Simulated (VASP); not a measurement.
Band structure of PbI$_{2}$ (relaxed from the 3R-MoS2 structure, space group R3m). Method: PBEsol GGA, VASP's PBE PAW potentials (set 64) (plane waves; VASP).

Without a dispersion term in the relaxation, distances and binding between the weakly bound layers, chains or molecules are unreliable, and so is what depends on them. Unless said otherwise, spin-orbit coupling is left out, though it shifts the bands of the heavy elements here.

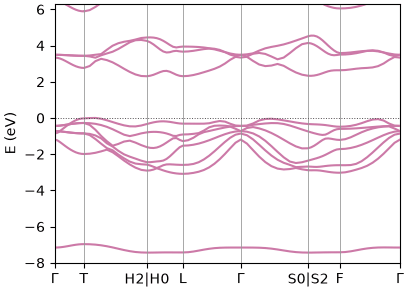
Bands along high-symmetry lines, zero at the valence-band maximum or, without a gap, the Fermi level

### Question
Read the plot: is there a gap, and where are the band edges?

### Answer
The gap is indirect, 2.30 eV, from the valence maximum at T-H2 at 0.18 to the conduction minimum at H2. (Edges off the drawn lines would not show.)

The structure was generated: PbI2 was put into the 3R-MoS2 type (R3m), which need not be its known phase. It was relaxed first, which changed the volume by +8 %.
